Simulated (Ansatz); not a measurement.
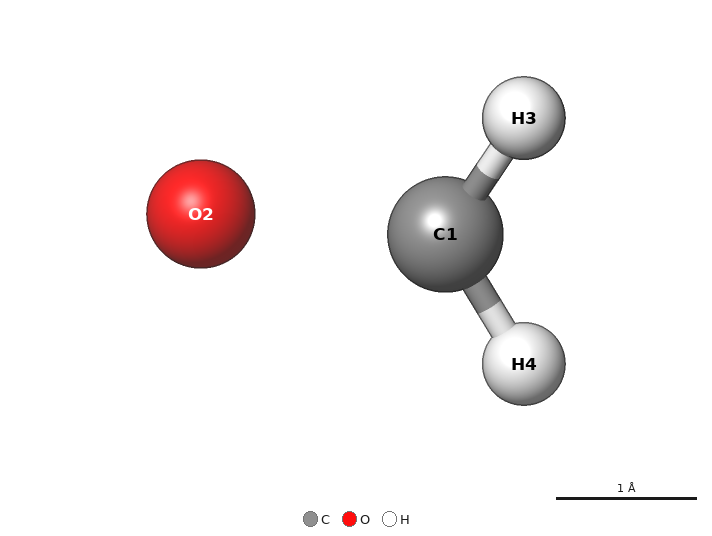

Simulated data, not a measurement (program: Ansatz).

Geometry: a fixed input geometry, not necessarily a minimum.

Which atoms are bonded, and how long are the bonds?

```csv
bond,length (Å)
C1–H3,1.100
C1–H4,1.100
```
